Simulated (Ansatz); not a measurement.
# GaH₇OSi: small, medium and large basis sets

Aim: see how fast density functionals converge with the basis set for GaH₇OSi.

Method: one geometry, several basis sets; program: Ansatz 0.2.0, Gaussian basis.

Levels to be run: PBE0-D4/def2-SVP; ωB97M-V/def2-SVP; PBE0-D4/def2-QZVPP; ωB97M-V/def2-QZVPP; the functionals' def2-TZVPP values are taken from earlier runs.

### 1 The geometry

The geometry comes from an earlier relaxation with PBE0-D4 in a triple-zeta def2 set; it is a stationary point, not always the lowest conformer.

10 atoms, charge 0, spin multiplicity 1.

Atoms are counted from 1 here; the program's logs count them from 0.

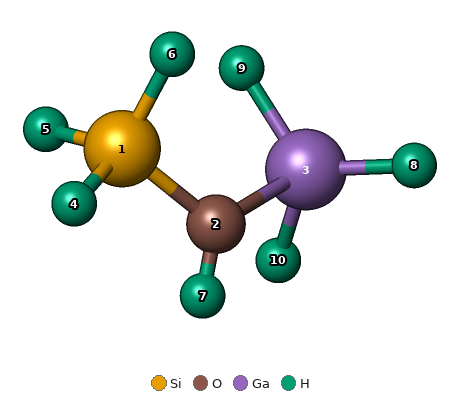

The structure; silicon amber, oxygen brown, gallium purple, hydrogen teal; atoms are numbered from 1 in the order of the file.

### 2 PBE0-D4 in def2-SVP

The input, in.yaml:

```yaml
crystal:
  periodic: [false, false, false]
  atoms:
    - {symbol: Si, position_ang: [-0.484692, 0.680133, -1.289315]}
    - {symbol: O, position_ang: [-0.772191, -0.233739, 0.097528]}
    - {symbol: Ga, position_ang: [0.882118, -0.550977, 1.475179]}
    - {symbol: H, position_ang: [-1.767065, 0.739987, -2.034953]}
    - {symbol: H, position_ang: [0.556035, 0.040651, -2.124898]}
    - {symbol: H, position_ang: [-0.069646, 2.013208, -0.814499]}
    - {symbol: H, position_ang: [-1.323936, -1.014801, 0.010141]}
    - {symbol: H, position_ang: [0.306577, 0.146588, 2.760318]}
    - {symbol: H, position_ang: [1.885631, 0.253475, 0.552580]}
    - {symbol: H, position_ang: [0.870270, -2.125624, 1.370919]}
basis:
  gaussian: {orbitals: def2-SVP}
hamiltonian: {xc: pbe0, dispersion: d4}
output: {orbitals: {seedname: orbitals}}
```

After this run come: ωB97M-V in def2-SVP; PBE0-D4 in def2-QZVPP; ωB97M-V in def2-QZVPP.

Before running them: what should the planned runs give, taken together? Wanted: PBE0-D4: double and triple zeta above quadruple; ωB97M-V: double and triple zeta above quadruple.

The runs gave:

```
                                       quantity           value
PBE0-D4: double and triple zeta above quadruple  13.81, 1.60 eV
ωB97M-V: double and triple zeta above quadruple  13.87, 1.54 eV
```

**Reading.** PBE0-D4 gains 12.21 eV from double to triple zeta, then 1.60 eV more. Total energies overstate the basis error of differences, where much of it tends to cancel. The LUMO of ωB97M-V is positive and keeps falling with the basis (1.21 to 0.41 eV): an unbound level that the basis holds in place.
